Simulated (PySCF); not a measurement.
Molecule: SMILES O=C(O)[SiH2][SiH2][SeH] (CH6O2SeSi2). Atoms near the plane z = 0.0 Å, at the GFN2-xTB optimised geometry (x, y, z in Å): C2 (2.0, 0.4, 0.5), O3 (1.3, 1.3, -0.2), Si4 (1.5, -1.3, 0.0), Si5 (-0.8, -1.3, 0.0), Se6 (-1.5, 0.8, 0.0), H7 (1.5, 2.3, 0.1), H9 (2.2, -2.3, 0.9), H12 (-2.9, 0.5, 0.1).

Computed with PBE0/def2-TZVP run with PySCF 2.14.0. Cells within 0.4 Å of a nucleus heavier than hydrogen are left out (blank, or x). The values are rescaled to run from 0 to 1.

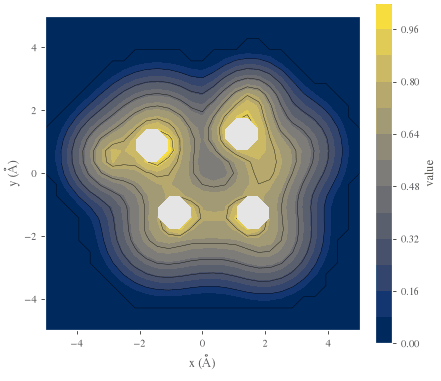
a field on the plane z = 0.0 Å.

Which quantity is mapped?
A. log10 of the electron density
B. electrostatic potential
C. electron localisation function
D. an orbital amplitude

A, log10 of the electron density. In full: log10 of the electron density (e/bohr³), floored at −4.
